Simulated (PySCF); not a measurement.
```xyz
2

Cd    0.0000    0.0000   -1.4269
Te    0.0000    0.0000    1.2511
```

Core potentials replace the inner electrons of Cd and Te.

Theory: PBE0/def2-TZVPPD, non-relativistic Hamiltonian with scalar-relativistic core potentials where named, at a bond length of 2.678 Å in PySCF 2.14.0.

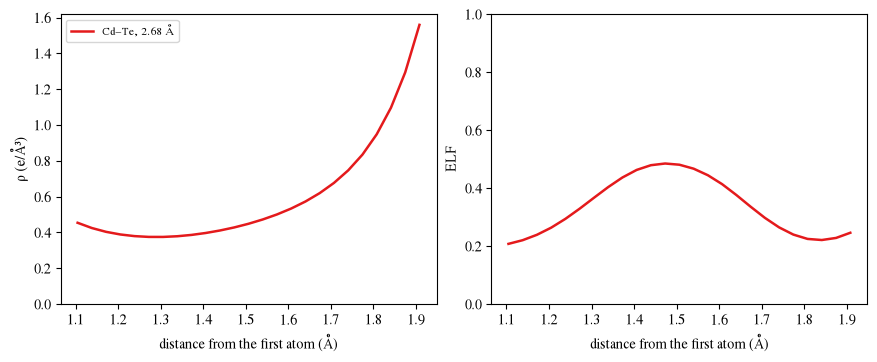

CdTe (charge −1, doublet). Electron density and ELF along straight lines between neighbouring atoms. The curves leave out the atomic cores.

What can be read from the curves?

Cd–Te (2.68 Å): ρ at the midpoint is about 0.38 e/Å³; the ELF is about 0.40 at the midpoint.
